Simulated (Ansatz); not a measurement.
# B9As8 wurtzite off rod (B₉As₈H₂₄−): a short trajectory

Aim: follow B9As8 wurtzite off rod (B₉As₈H₂₄−) for 25 steps at constant energy (700 K) and see how far bonds stretch and how energy moves between motion and potential.

Method: PBE/def2-SVP; program: Ansatz 0.2.0, Gaussian basis.

## Step 1: The geometry

An earlier r2SCAN-D4/def2-SVP relaxation fixed the geometry.

41 atoms, charge -1, spin multiplicity 1.

Atoms are counted from 1 here; the program's logs count them from 0.

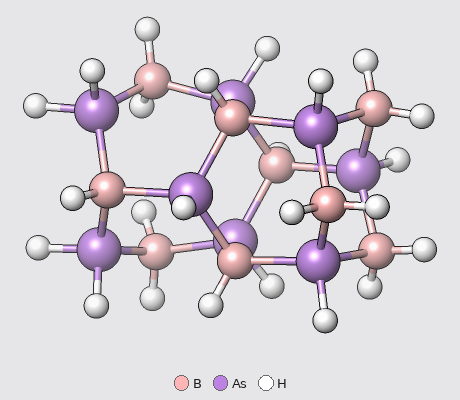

The geometry (boron pink, arsenic purple, hydrogen white).

## Step 2: The run

Input file in.yaml:

```yaml
crystal:
  periodic: [false, false, false]
  atoms:
    - {symbol: B, position_ang: [-0.002761, -1.806788, -2.567613]}
    - {symbol: As, position_ang: [-1.675582, -0.800081, -3.210172]}
    - {symbol: As, position_ang: [-0.001067, -1.751934, -0.478902]}
    - {symbol: B, position_ang: [-1.717554, -0.867097, 0.269141]}
    - {symbol: B, position_ang: [0.000211, -1.892752, 3.059971]}
    - {symbol: As, position_ang: [-1.617753, -0.819604, 2.349796]}
    - {symbol: B, position_ang: [-2.052745, 1.101393, -2.534842]}
    - {symbol: As, position_ang: [-1.670335, 1.059291, -0.493868]}
    - {symbol: B, position_ang: [-1.707568, 1.119186, 3.062289]}
    - {symbol: As, position_ang: [1.668294, -0.799135, -3.213803]}
    - {symbol: B, position_ang: [1.717342, -0.869413, 0.267396]}
    - {symbol: As, position_ang: [1.619096, -0.822007, 2.348196]}
    - {symbol: B, position_ang: [2.053166, 1.100123, -2.536067]}
    - {symbol: As, position_ang: [1.672111, 1.057231, -0.495005]}
    - {symbol: B, position_ang: [0.001796, 2.067304, 0.189505]}
    - {symbol: B, position_ang: [1.711974, 1.116539, 3.060962]}
    - {symbol: As, position_ang: [0.002558, 1.985531, 2.282603]}
    - {symbol: H, position_ang: [-0.002454, -2.942594, -2.997291]}
    - {symbol: H, position_ang: [-2.827685, -1.730757, -2.923788]}
    - {symbol: H, position_ang: [-1.713424, -0.862688, -4.723937]}
    - {symbol: H, position_ang: [-0.001778, -3.208232, -0.082635]}
    - {symbol: H, position_ang: [-2.700186, -1.461273, -0.137583]}
    - {symbol: H, position_ang: [-0.000942, -3.019763, 2.588552]}
    - {symbol: H, position_ang: [0.000991, -1.846225, 4.279137]}
    - {symbol: H, position_ang: [-2.876089, -1.541775, 2.789532]}
    - {symbol: H, position_ang: [-3.231003, 1.333621, -2.735342]}
    - {symbol: H, position_ang: [-1.278279, 1.834637, -3.117416]}
    - {symbol: H, position_ang: [-2.853215, 1.759605, 0.127603]}
    - {symbol: H, position_ang: [-2.708729, 1.678169, 2.644474]}
    - {symbol: H, position_ang: [-1.599380, 1.093641, 4.277826]}
    - {symbol: H, position_ang: [1.700136, -0.858321, -4.727824]}
    - {symbol: H, position_ang: [2.820382, -1.731856, -2.934150]}
    - {symbol: H, position_ang: [2.698788, -1.464877, -0.140343]}
    - {symbol: H, position_ang: [2.876674, -1.545985, 2.787105]}
    - {symbol: H, position_ang: [1.282006, 1.838035, -3.117005]}
    - {symbol: H, position_ang: [3.232466, 1.326804, -2.736919]}
    - {symbol: H, position_ang: [2.856149, 1.755894, 0.126121]}
    - {symbol: H, position_ang: [0.002419, 3.209207, -0.227311]}
    - {symbol: H, position_ang: [1.604393, 1.090781, 4.276548]}
    - {symbol: H, position_ang: [2.713705, 1.674232, 2.642804]}
    - {symbol: H, position_ang: [0.003841, 3.441922, 2.702275]}
basis:
  gaussian: {orbitals: def2-SVP, fitting: {mean_field: def2-universal-jkfit}}
total_charge: -1
hamiltonian: {xc: {name: PBE}}
md: {timestep: 1 fs, n_steps: 25, ensemble: nve, temperature: 700, initial_velocities: maxwell_boltzmann, seed: 107}
scf: {omitted_lower_state_checks: [starts]}
```

Command:

```bash
> ansatz run in.yaml --threads 2 --pin off --events-out ev --progress --plain --max-ram 22528MiB --backend cuda --devices 0, --max-vram 18GiB
```

Standard output:

```text
Functional definition: PBE
  name "PBE"
  cite "Perdew, Burke & Ernzerhof, Phys. Rev. Lett. 77, 3865 (1996) doi:10.1103/PhysRevLett.77.3865"
  parent pbe
  parameter kappa = 0.804
  parameter beta = 0.06672455060314922
  exchange = pbe_x(kappa = kappa, mu = beta*pi^2/3)
  correlation = pbe_c(beta = beta)
these checks for a lower state are left out or cut short: starts
3235 factors; integrals over basis functions are off by at most 3.1e-1 eV
mean field evaluation 1: about -493043.3781 eV, gradient 9.6e1 eV
mean field evaluation 2: about -493028.0717 eV, gradient 1.2e2 eV
mean field evaluation 4: about -493066.8063 eV, gradient 1.2e1 eV
mean field evaluation 8: about -493067.2368 eV, gradient 3.3e-1 eV
mean field evaluation 16: about -493067.2371 eV, gradient 1.3e-4 eV
mean field -493067.23711559 eV, -18119.8867510208 hartree, gradient 4.0e-5 eV, S^2 0.000000; 0 other end points of the search recorded, 0 dependent functions left out
the calculation of the forces begins
reference -493067.23718796 eV, -18119.8867536803 hartree; 167, 167 occupied and 335, 335 virtual orbitals, 3235 factors
md step     0: t =     0.00 fs  T =   700.0 K  F+E_penalty+E_count = -493067.23711559 eV  E_kin = 3.528798 eV  conserved = -493063.70831762 eV  (30 SCF iters)
these checks for a lower state are left out or cut short: starts, cluster_reference, orbital_swaps, neighbouring_geometries, increment
3235 factors; integrals over basis functions are off by at most 3.1e-1 eV
mean field -493067.03708038 eV, -18119.8793998624 hartree, gradient 2.6e-5 eV, S^2 0.000000; 0 other end points of the search recorded, 0 dependent functions left out
the calculation of the forces begins
reference -493067.03715259 eV, -18119.8794025161 hartree; 167, 167 occupied and 335, 335 virtual orbitals, 3235 factors
md step     1: t =     1.00 fs  T =   661.9 K  F+E_penalty+E_count = -493067.03708038 eV  E_kin = 3.336568 eV  conserved = -493063.70051230 eV  (31 SCF iters)
these checks for a lower state are left out or cut short: starts, cluster_reference, orbital_swaps, neighbouring_geometries, increment
3235 factors; integrals over basis functions are off by at most 3.1e-1 eV
mean field evaluation 32: about -493066.6515 eV, gradient 2.2e-5 eV
mean field -493066.65151484 eV, -18119.8652305902 hartree, gradient 2.2e-5 eV, S^2 0.000000; 0 other end points of the search recorded, 0 dependent functions left out
the calculation of the forces begins
reference -493066.65158685 eV, -18119.8652332366 hartree; 167, 167 occupied and 335, 335 virtual orbitals, 3235 factors
md step     2: t =     2.00 fs  T =   588.5 K  F+E_penalty+E_count = -493066.65151484 eV  E_kin = 2.966696 eV  conserved = -493063.68481838 eV  (30 SCF iters)
[... from here on, the SCF cycles and remarks between the steps are left out ...]
md step     3: t =     3.00 fs  T =   523.2 K  F+E_penalty+E_count = -493066.31388226 eV  E_kin = 2.637345 eV  conserved = -493063.67653713 eV  (30 SCF iters)
md step     4: t =     4.00 fs  T =   489.1 K  F+E_penalty+E_count = -493066.14865569 eV  E_kin = 2.465714 eV  conserved = -493063.68294140 eV  (30 SCF iters)
md step     5: t =     5.00 fs  T =   471.2 K  F+E_penalty+E_count = -493066.06868977 eV  E_kin = 2.375268 eV  conserved = -493063.69342156 eV  (31 SCF iters)
md step     6: t =     6.00 fs  T =   440.6 K  F+E_penalty+E_count = -493065.91767830 eV  E_kin = 2.221127 eV  conserved = -493063.69655134 eV  (31 SCF iters)
md step     7: t =     7.00 fs  T =   386.0 K  F+E_penalty+E_count = -493065.63785944 eV  E_kin = 1.945815 eV  conserved = -493063.69204409 eV  (31 SCF iters)
md step     8: t =     8.00 fs  T =   318.1 K  F+E_penalty+E_count = -493065.28845369 eV  E_kin = 1.603732 eV  conserved = -493063.68472177 eV  (31 SCF iters)
md step     9: t =     9.00 fs  T =   258.2 K  F+E_penalty+E_count = -493064.97967365 eV  E_kin = 1.301527 eV  conserved = -493063.67814653 eV  (32 SCF iters)
md step    10: t =    10.00 fs  T =   226.0 K  F+E_penalty+E_count = -493064.81414979 eV  E_kin = 1.139434 eV  conserved = -493063.67471580 eV  (31 SCF iters)
md step    11: t =    11.00 fs  T =   231.6 K  F+E_penalty+E_count = -493064.84440035 eV  E_kin = 1.167630 eV  conserved = -493063.67677023 eV  (31 SCF iters)
md step    12: t =    12.00 fs  T =   268.6 K  F+E_penalty+E_count = -493065.03809124 eV  E_kin = 1.354109 eV  conserved = -493063.68398233 eV  (31 SCF iters)
md step    13: t =    13.00 fs  T =   316.4 K  F+E_penalty+E_count = -493065.28672883 eV  E_kin = 1.595182 eV  conserved = -493063.69154687 eV  (31 SCF iters)
md step    14: t =    14.00 fs  T =   353.7 K  F+E_penalty+E_count = -493065.47748949 eV  E_kin = 1.782999 eV  conserved = -493063.69449091 eV  (31 SCF iters)
md step    15: t =    15.00 fs  T =   371.7 K  F+E_penalty+E_count = -493065.56630731 eV  E_kin = 1.873552 eV  conserved = -493063.69275489 eV  (31 SCF iters)
md step    16: t =    16.00 fs  T =   375.1 K  F+E_penalty+E_count = -493065.58077552 eV  E_kin = 1.890810 eV  conserved = -493063.68996597 eV  (31 SCF iters)
md step    17: t =    17.00 fs  T =   373.4 K  F+E_penalty+E_count = -493065.57002866 eV  E_kin = 1.882332 eV  conserved = -493063.68769634 eV  (31 SCF iters)
md step    18: t =    18.00 fs  T =   375.0 K  F+E_penalty+E_count = -493065.57652654 eV  E_kin = 1.890520 eV  conserved = -493063.68600630 eV  (31 SCF iters)
md step    19: t =    19.00 fs  T =   384.5 K  F+E_penalty+E_count = -493065.62596011 eV  E_kin = 1.938469 eV  conserved = -493063.68749112 eV  (14 SCF iters)
md step    20: t =    20.00 fs  T =   397.2 K  F+E_penalty+E_count = -493065.69435727 eV  E_kin = 2.002582 eV  conserved = -493063.69177553 eV  (31 SCF iters)
md step    21: t =    21.00 fs  T =   401.5 K  F+E_penalty+E_count = -493065.71777579 eV  E_kin = 2.024004 eV  conserved = -493063.69377172 eV  (31 SCF iters)
md step    22: t =    22.00 fs  T =   391.2 K  F+E_penalty+E_count = -493065.66300412 eV  E_kin = 1.971872 eV  conserved = -493063.69113240 eV  (31 SCF iters)
md step    23: t =    23.00 fs  T =   372.4 K  F+E_penalty+E_count = -493065.56362819 eV  E_kin = 1.877270 eV  conserved = -493063.68635789 eV  (31 SCF iters)
md step    24: t =    24.00 fs  T =   357.5 K  F+E_penalty+E_count = -493065.48591966 eV  E_kin = 1.802288 eV  conserved = -493063.68363169 eV  (31 SCF iters)
these checks for a lower state are left out or cut short: starts, cluster_reference, orbital_swaps, neighbouring_geometries, increment
3235 factors; integrals over basis functions are off by at most 3.7e-1 eV
mean field evaluation 192: about -493065.4672 eV, gradient 9.0e-2 eV
mean field -493065.46726887 eV, -18119.8217103536 hartree, gradient 1.6e-5 eV, S^2 0.000000; 0 other end points of the search recorded, 0 dependent functions left out
the calculation of the forces begins
reference -493065.46734198 eV, -18119.8217130402 hartree; 167, 167 occupied and 335, 335 virtual orbitals, 3235 factors
these checks for a lower state are left out or cut short: starts
3235 factors; integrals over basis functions are off by at most 3.7e-1 eV
mean field -493065.46726887 eV, -18119.8217103536 hartree, gradient 1.6e-5 eV, S^2 0.000000; 0 other end points of the search recorded, 0 dependent functions left out
the calculation of the forces begins
reference -493065.46734198 eV, -18119.8217130402 hartree; 167, 167 occupied and 335, 335 virtual orbitals, 3235 factors
md step    25: t =    25.00 fs  T =   353.5 K  F+E_penalty+E_count = -493065.46726887 eV  E_kin = 1.781920 eV  conserved = -493063.68534894 eV  (14 SCF iters)
Total energy: -493065.46734198 eV, -18119.8217130402 hartree
Atom 0 at     0.008974    -1.927362    -2.609990 Å, force    -0.295254     1.240849    -0.382441 eV/Å
Atom 1 at    -1.784110    -0.842241    -3.270898 Å, force    -0.109885     0.032454     1.174353 eV/Å
Atom 2 at     0.033355    -1.786371    -0.465593 Å, force    -0.318522    -0.204499    -0.682709 eV/Å
Atom 3 at    -1.774161    -1.022645     0.293828 Å, force    -0.157419     1.046263     0.130599 eV/Å
Atom 4 at     0.068772    -1.973604     3.032344 Å, force    -1.076664     0.177298    -0.179938 eV/Å
Atom 5 at    -1.600289    -0.773984     2.425054 Å, force    -0.106350    -0.449561    -0.201232 eV/Å
Atom 6 at    -1.843081     1.295822    -2.613295 Å, force    -0.591952    -1.452874    -0.338154 eV/Å
Atom 7 at    -1.649508     1.023579    -0.498418 Å, force    -0.560049    -0.305936    -0.285365 eV/Å
Atom 8 at    -1.670399     1.174530     3.241541 Å, force    -0.019170    -0.024066    -1.177718 eV/Å
Atom 9 at     1.700389    -0.758771    -3.277850 Å, force     0.469469    -0.821627    -0.178534 eV/Å
Atom 10 at     1.779926    -0.883942     0.262870 Å, force    -0.087601     0.083379    -0.718975 eV/Å
Atom 11 at     1.569479    -0.844545     2.313645 Å, force     1.171262     0.242141     0.446527 eV/Å
Atom 12 at     2.106682     1.150513    -2.462130 Å, force    -0.332401    -0.305478    -2.043595 eV/Å
Atom 13 at     1.732797     1.061174    -0.478200 Å, force     0.581346     0.317362     1.159119 eV/Å
Atom 14 at    -0.001338     2.013254     0.198706 Å, force     0.564895    -1.087503     0.434936 eV/Å
Atom 15 at     1.522031     1.065037     3.188940 Å, force     1.451250     0.227627    -0.184218 eV/Å
Atom 16 at    -0.047024     2.059939     2.297457 Å, force     0.365708     0.486172     0.088868 eV/Å
Atom 17 at     0.100796    -3.006705    -3.143511 Å, force    -0.074618    -0.377387     0.146813 eV/Å
Atom 18 at    -3.077664    -1.561524    -2.536984 Å, force     1.270044     0.538401    -1.079741 eV/Å
Atom 19 at    -2.025925    -0.995525    -4.815200 Å, force    -0.058252    -0.158228     0.645188 eV/Å
Atom 20 at     0.131352    -3.252044    -0.083388 Å, force     0.000657    -0.127832     0.098000 eV/Å
Atom 21 at    -2.832421    -1.581518    -0.064549 Å, force     0.603097     0.127515     0.096399 eV/Å
Atom 22 at    -0.124828    -3.073567     2.569200 Å, force     0.129262    -0.325794    -0.400421 eV/Å
Atom 23 at     0.141674    -2.018654     4.227016 Å, force     0.020215     0.197746     0.663035 eV/Å
Atom 24 at    -2.871162    -1.431370     2.993972 Å, force     0.121379    -0.065969    -0.142416 eV/Å
Atom 25 at    -3.027449     1.542912    -3.031005 Å, force     1.086631     0.322091     0.428718 eV/Å
Atom 26 at    -0.768638     1.739581    -3.052518 Å, force    -0.765400     0.116888     0.013405 eV/Å
Atom 27 at    -2.764171     1.879911     0.142467 Å, force     0.047777    -0.340959    -0.118692 eV/Å
Atom 28 at    -2.716425     1.793861     3.035193 Å, force     0.043461    -0.296129     0.210894 eV/Å
Atom 29 at    -1.226487     0.908750     4.319439 Å, force    -0.166370     0.219307     0.800331 eV/Å
Atom 30 at     1.855578    -0.793016    -4.891854 Å, force    -0.186632     0.056880     1.251272 eV/Å
Atom 31 at     2.911539    -1.735067    -2.940508 Å, force    -0.731220     0.482333    -0.317175 eV/Å
Atom 32 at     2.722817    -1.481555    -0.274409 Å, force    -0.148152    -0.007036     0.490185 eV/Å
Atom 33 at     2.923761    -1.438759     2.763846 Å, force    -0.224751     0.027347     0.020711 eV/Å
Atom 34 at     1.347449     1.771527    -3.232244 Å, force     0.031720     0.141875     0.733233 eV/Å
Atom 35 at     3.225996     1.350053    -2.904588 Å, force     0.371534     0.046890     0.489401 eV/Å
Atom 36 at     2.960868     1.816577     0.225282 Å, force    -0.883655    -0.530313    -0.480988 eV/Å
Atom 37 at     0.100130     3.004783    -0.406856 Å, force    -0.246323     1.520336    -0.291925 eV/Å
Atom 38 at     1.351384     0.951122     4.379999 Å, force    -0.585113    -0.279095     0.333775 eV/Å
Atom 39 at     2.684166     1.556395     3.160099 Å, force    -0.552654    -0.045687    -0.634106 eV/Å
Atom 40 at     0.039847     3.581272     2.635314 Å, force    -0.051303    -0.445181    -0.017420 eV/Å
Dipole moment:    -0.113339    -0.589099    -1.522572 e Å
Checks for a lower state left out: starts
```

It took 2.6 min on 1 × H100 (card shared with other runs) with 2 threads of AMD EPYC 7R13, shared host; peak host memory 1.1 GiB.

## Step 3: Frames and traces

One row in 2; energies are counted from the first frame:

| time (fs) | T (K) | potential (meV) | conserved (meV) | As2–H19 (Å) |
| --- | --- | --- | --- | --- |
| 0.0 | 700 | 0.0 | 0.00 | 1.508 |
| 2.0 | 588 | 585.6 | 23.50 | 1.427 |
| 4.0 | 489 | 1088.5 | 25.38 | 1.428 |
| 6.0 | 441 | 1319.4 | 11.77 | 1.511 |
| 8.0 | 318 | 1948.7 | 23.60 | 1.607 |
| 10.0 | 226 | 2423.0 | 33.60 | 1.661 |
| 12.0 | 269 | 2199.0 | 24.34 | 1.649 |
| 14.0 | 354 | 1759.6 | 13.83 | 1.577 |
| 16.0 | 375 | 1656.3 | 18.35 | 1.477 |
| 18.0 | 375 | 1660.6 | 22.31 | 1.416 |
| 20.0 | 397 | 1542.8 | 16.54 | 1.446 |
| 22.0 | 391 | 1574.1 | 17.19 | 1.540 |
| 24.0 | 358 | 1751.2 | 24.69 | 1.627 |

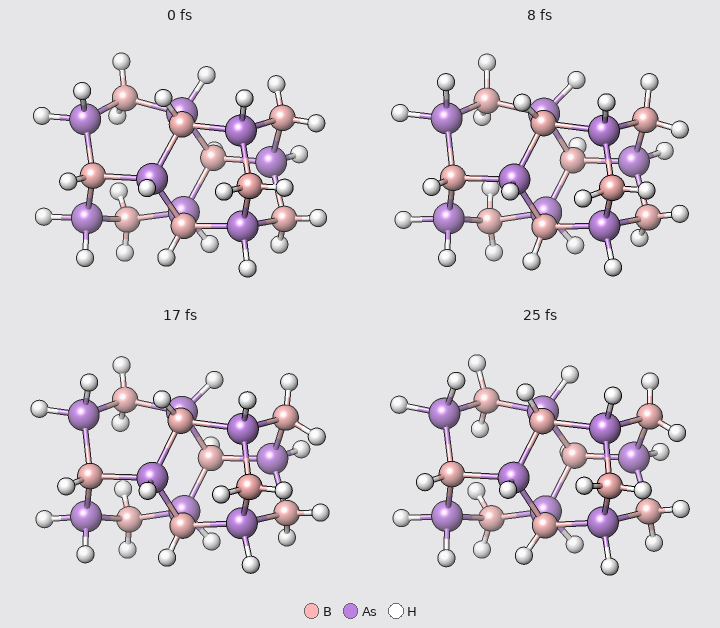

Four frames; sticks are those of the first frame.

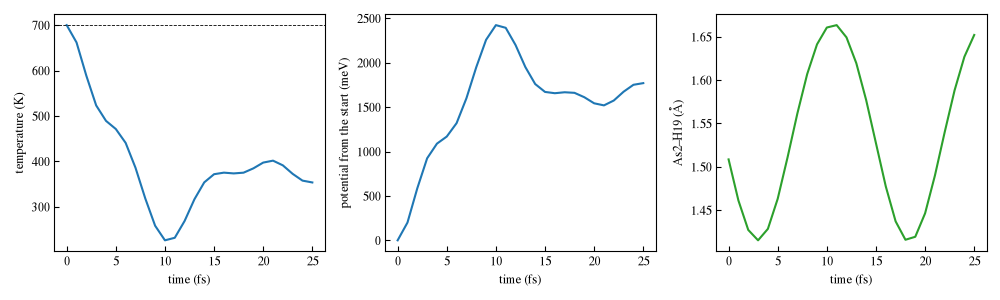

Temperature (the set value dashed), potential energy and the bond that swings most.

Positions (Å) and forces (eV/Å) at 25.0 fs:

```xyz
41

B     0.009   -1.927   -2.610   -0.295    1.241   -0.382
As   -1.784   -0.842   -3.271   -0.110    0.032    1.174
As    0.033   -1.786   -0.466   -0.319   -0.204   -0.683
B    -1.774   -1.023    0.294   -0.157    1.046    0.131
B     0.069   -1.974    3.032   -1.077    0.177   -0.180
As   -1.600   -0.774    2.425   -0.106   -0.450   -0.201
B    -1.843    1.296   -2.613   -0.592   -1.453   -0.338
As   -1.650    1.024   -0.498   -0.560   -0.306   -0.285
B    -1.670    1.175    3.242   -0.019   -0.024   -1.178
As    1.700   -0.759   -3.278    0.469   -0.822   -0.179
B     1.780   -0.884    0.263   -0.088    0.083   -0.719
As    1.569   -0.845    2.314    1.171    0.242    0.447
B     2.107    1.151   -2.462   -0.332   -0.305   -2.044
As    1.733    1.061   -0.478    0.581    0.317    1.159
B    -0.001    2.013    0.199    0.565   -1.088    0.435
B     1.522    1.065    3.189    1.451    0.228   -0.184
As   -0.047    2.060    2.297    0.366    0.486    0.089
H     0.101   -3.007   -3.144   -0.075   -0.377    0.147
H    -3.078   -1.562   -2.537    1.270    0.538   -1.080
H    -2.026   -0.996   -4.815   -0.058   -0.158    0.645
H     0.131   -3.252   -0.083    0.001   -0.128    0.098
H    -2.832   -1.582   -0.065    0.603    0.128    0.096
H    -0.125   -3.074    2.569    0.129   -0.326   -0.400
H     0.142   -2.019    4.227    0.020    0.198    0.663
H    -2.871   -1.431    2.994    0.121   -0.066   -0.142
H    -3.027    1.543   -3.031    1.087    0.322    0.429
H    -0.769    1.740   -3.053   -0.765    0.117    0.013
H    -2.764    1.880    0.142    0.048   -0.341   -0.119
H    -2.716    1.794    3.035    0.043   -0.296    0.211
H    -1.226    0.909    4.319   -0.166    0.219    0.800
H     1.856   -0.793   -4.892   -0.187    0.057    1.251
H     2.912   -1.735   -2.941   -0.731    0.482   -0.317
H     2.723   -1.482   -0.274   -0.148   -0.007    0.490
H     2.924   -1.439    2.764   -0.225    0.027    0.021
H     1.347    1.772   -3.232    0.032    0.142    0.733
H     3.226    1.350   -2.905    0.372    0.047    0.489
H     2.961    1.817    0.225   -0.884   -0.530   -0.481
H     0.100    3.005   -0.407   -0.246    1.520   -0.292
H     1.351    0.951    4.380   -0.585   -0.279    0.334
H     2.684    1.556    3.160   -0.553   -0.046   -0.634
H     0.040    3.581    2.635   -0.051   -0.445   -0.017
```

## Step 4: Results

| quantity | value |
| --- | --- |
| length | 25 steps of 1.0 fs |
| temperature, first and last frame | 700, 353 K |
| temperature, second half | mean 371 K, from 316 to 401 K |
| swing of the potential | 2423 meV |
| largest change of the conserved energy | 33.60 meV |
| range of As2–H19 | 1.415 to 1.663 Å |

What this shows: From 700 K at the start the temperature swings between 226 and 700 K: with 41 atoms it has no steady value yet; starting near a minimum, about half of the kinetic energy flows into the potential. The conserved energy moves by 33.60 meV, 1.4 % of the potential's swing, so the step is short enough for this stretch. As2–H19 swings most, by 0.25 Å; no bond breaks. A run of 25 fs gives no averages.
